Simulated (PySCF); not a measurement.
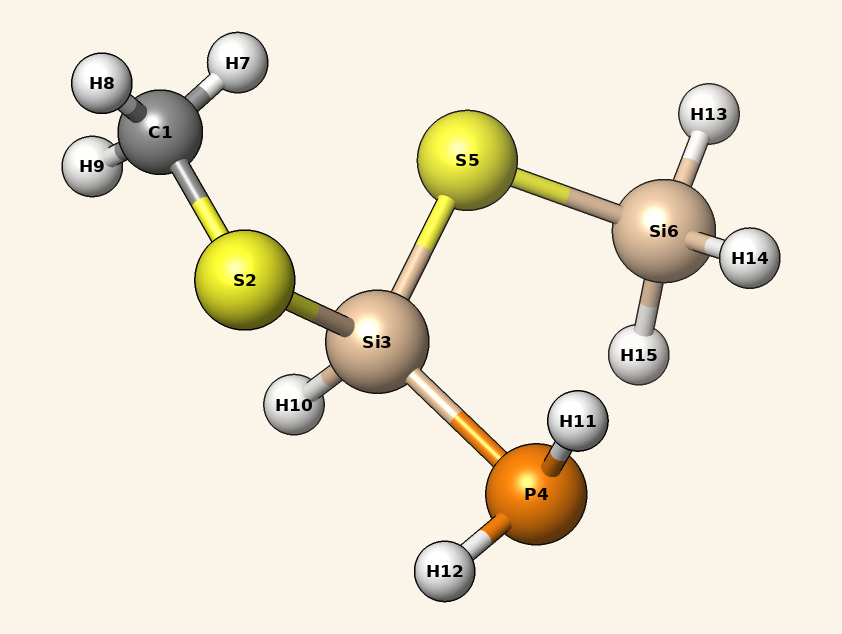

Computed geometry: GFN2-xTB optimisation. No frequency run is at hand to confirm it as a minimum. Electric field gradients from the ground-state density, PBE0/pcSseg-1 (PySCF 2.14.0), non-relativistic apart from any core potentials.

Give the largest field-gradient component, the quadrupole coupling constant and the asymmetry for 33S at S2 (Q = −67.81 mb), 33S at S5 (Q = −67.81 mb), 2H at H7 (Q = 2.86 mb), 2H at H8 (Q = 2.86 mb).

```json
{"atom": "S2", "V_zz (a.u.)": "−2.335", "e²qQ/h (MHz)": "37.2", "η": "0.79"}
{"atom": "S5", "V_zz (a.u.)": "−1.723", "e²qQ/h (MHz)": "27.4", "η": "0.65"}
{"atom": "H7", "V_zz (a.u.)": "0.310", "e²qQ/h (MHz)": "0.208", "η": "0.05"}
{"atom": "H8", "V_zz (a.u.)": "0.318", "e²qQ/h (MHz)": "0.214", "η": "0.05"}
```

The geometry is semi-empirical. Around P, Si such bond lengths and angles can be off by a tenth of an ångström or more and by several degrees, and values that hang on the shape move with them.
